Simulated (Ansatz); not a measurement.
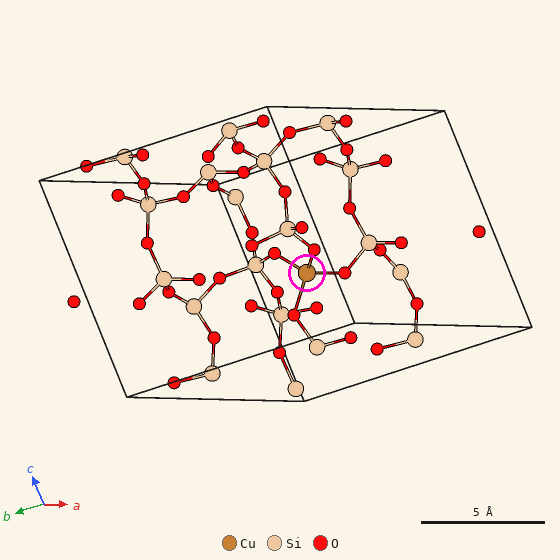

An orthographic ball-and-stick view of the structure, from a general direction. The supercell is outlined; an atom on or near a face, edge or corner is repeated at each equivalent position. The host is SiO$_{2}$, in a cell of 48 sites, and the cell is neutral. A ring marks the defect's site.

How does this supercell depart from the perfect host?

Answer. Copper on a silicon site (a substitutional impurity). It is bonded to four O in a tetrahedral arrangement at about 1.8 Å.

Electronic-structure method: DFT PBE, scalar-relativistic, plane waves, PAW (Ansatz 0.2.0). Parameters: 420 eV cutoff, a 2×2×2 k-point grid, Gaussian smearing of 0.01 eV, collinear spins.

Does the calculation give a net moment?

Answer. Yes, 3.0 μB in the cell.

The atoms were relaxed in the host's cell with DFT PBE, scalar-relativistic, plane waves, PAW (Ansatz).
